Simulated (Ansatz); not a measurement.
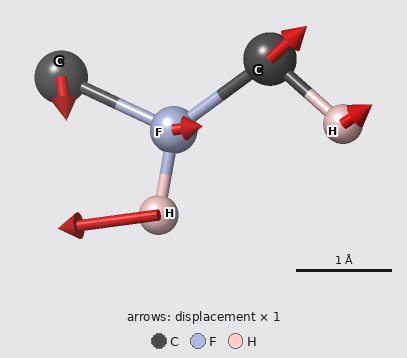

A relaxation of C$_{2}$H$_{2}$F (charge −1). The starting structure is drawn; red arrows show the displacements, at their true length. The two geometries are superimposed by the best rigid fit.

The picture is a ball-and-stick view, seen at a tilt.

It is one of the separated reactants of a reaction.

Computed with RKS PBE-D4/def2-SVPD (Ansatz 0.2.0). Settings: force threshold 0.03 eV/Å; at most 250 steps.

> What did the optimiser do to the structure, and how much energy did it gain?

The atom that moves furthest after the best rigid fit is an H atom (1.16 Å). Largest moves by element: H 1.16 Å, C 0.54 Å, F 0.34 Å. Near-neighbour distances that change, for instance: F–H 0.910 → 1.954 Å, C–H 1.870 → 1.140 Å, C–F 1.312 → 1.567 Å, C–F 1.425 → 1.567 Å. New bonds form: C–H (1.87 → 1.14 Å). Bonds break: F–H (0.91 → 1.95 Å). Among the angles between lasting bonds that change: F–C–H 106.8° → 91.0°, C–F–C 122.2° → 135.7°. After 11 geometry steps the energy has fallen by 8.932 eV. Largest force component: 7.2 eV/Å at the start, 0.0095 eV/Å at the end. The run took 17 s on 2 threads of Arm Neoverse V1, with other jobs on the host.
